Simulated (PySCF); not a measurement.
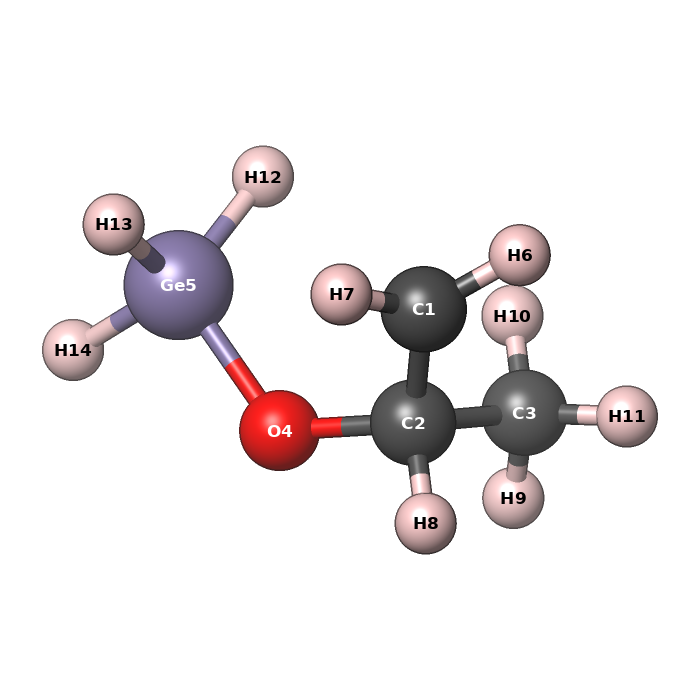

Charge 0, doublet. Computed geometry: GFN2-xTB optimisation. No frequency run is at hand to confirm it as a minimum. Level of theory: UKS B3LYP, def2-TZVP-core on Ge, pcH-1 on C H O, non-relativistic (PySCF 2.14.0).

Give the isotropic hyperfine couplings (Fermi-contact term alone) of C1, C2, C3, O4, H6, H7, H8, H9, H10, H11, H12, H13, H14.

```json
{"atom": "C1", "isotope": "13C", "a_iso (MHz)": "94.4"}
{"atom": "C2", "isotope": "13C", "a_iso (MHz)": "−34.2"}
{"atom": "C3", "isotope": "13C", "a_iso (MHz)": "18.8"}
{"atom": "O4", "isotope": "17O", "a_iso (MHz)": "−19.9"}
{"atom": "H6", "isotope": "1H", "a_iso (MHz)": "−61.9"}
{"atom": "H7", "isotope": "1H", "a_iso (MHz)": "−55.0"}
{"atom": "H8", "isotope": "1H", "a_iso (MHz)": "128.6"}
{"atom": "H9", "isotope": "1H", "a_iso (MHz)": "−2.5"}
{"atom": "H10", "isotope": "1H", "a_iso (MHz)": "−2.5"}
{"atom": "H11", "isotope": "1H", "a_iso (MHz)": "0.0"}
{"atom": "H12", "isotope": "1H", "a_iso (MHz)": "9.5"}
{"atom": "H13", "isotope": "1H", "a_iso (MHz)": "2.4"}
{"atom": "H14", "isotope": "1H", "a_iso (MHz)": "2.0"}
```

The geometry is semi-empirical. Around Ge such bond lengths and angles can be off by a tenth of an ångström or more and by several degrees, and values that hang on the shape move with them.
